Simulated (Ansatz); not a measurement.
**C2F (SMILES [C+]#CF) (charge +1): density, localisation and related maps**

Input file:

```
crystal:
  periodic: [false, false, false]
  atoms:
    - {symbol: C, position_ang: [1.694747, 0.179710, -0.273045]}
    - {symbol: C, position_ang: [0.322918, 0.016764, -0.160606]}
    - {symbol: F, position_ang: [-0.844084, 0.361067, -0.224780]}
basis:
  gaussian: {orbitals: def2-TZVPD}
magnetization: {spin_polarized: false}
hamiltonian: {xc: pbe0}
total_charge: 1
output: {forces: true, orbitals: {seedname: orbitals}}
```

Command:

```sh
ansatz run input.yaml --threads 1 --pin off --max-ram 2610MiB --events-out events.jsonl --progress --plain --runs-dir runs
```

Geometry: B3LYP/6-31G*.

Level of theory: Ansatz, isolated molecule in a Gaussian basis; Kohn-Sham density functional theory, functional PBE0.

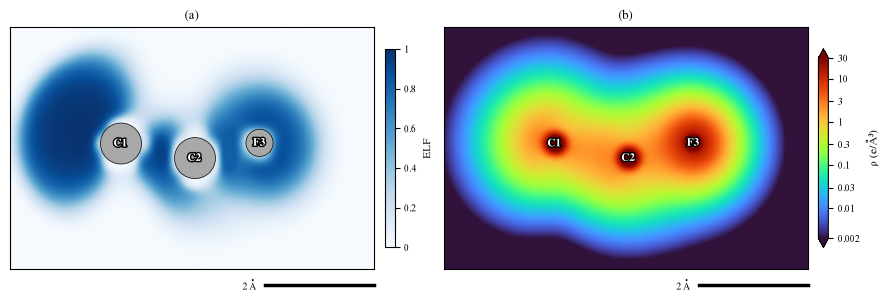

Figure 1. (a) ELF; (b) electron density on the molecular plane. Grey discs cover the atomic cores in the ELF map.

### Describe what can be read from this map.

The section cuts through C and F sites.
C–F (1.22 Å): ρ is about 3.2 e/Å³ halfway; the ELF peaks at about 0.85 between the atoms: a polar covalent bond.
C–C (1.39 Å): ρ is about 2 e/Å³ halfway; the ELF peaks at about 0.95 between the atoms; a covalent bond.
The ELF also peaks beside F3 and C1, away from the bonds: lone-pair regions.

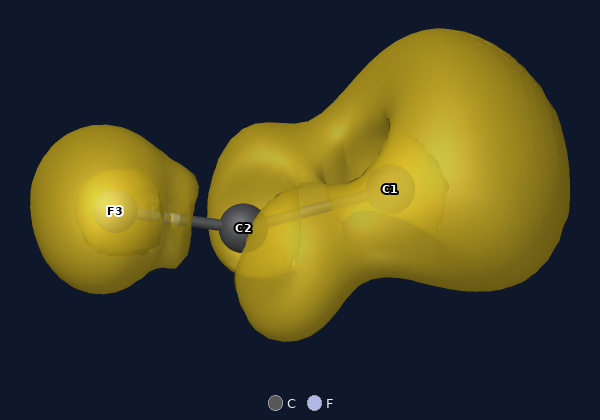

Figure 2. Isosurface of the ELF at 0.75 (yellow), seen at a tilt. Only the valence region is drawn (cores and ρ < 0.01 e/Å³ removed).

### Where are the electrons localised?

At this value the surface marks out one region on C in which the atom's valence shell and bonds are merged and one region on F in which the atom's valence shell and bonds are merged.

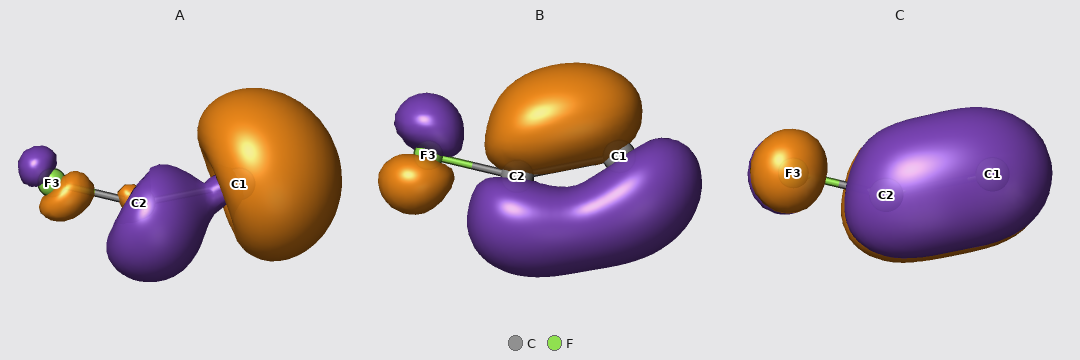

Figure 3. Three frontier orbitals at ±0.15 Å⁻³ᐟ² (orange and purple are the two phases), in no order.

### Order the three orbitals by energy and name them.

A is the HOMO−1 (−18.39 eV). By Hirshfeld shares it lies mainly on C1 (about 80 %) and C2 (about 20 %). C is the HOMO (−17.11 eV). By Hirshfeld shares it lies mainly on C1 (about 45 %), C2 (about 40 %) and F3 (about 15 %); π-bonding across C1–C2. B is the LUMO (−14.91 eV). It lies mainly on C1 (about 50 %), C2 (about 40 %) and F3 (about 10 %).

### What is the HOMO–LUMO gap?

2.20 eV between the orbital energies.
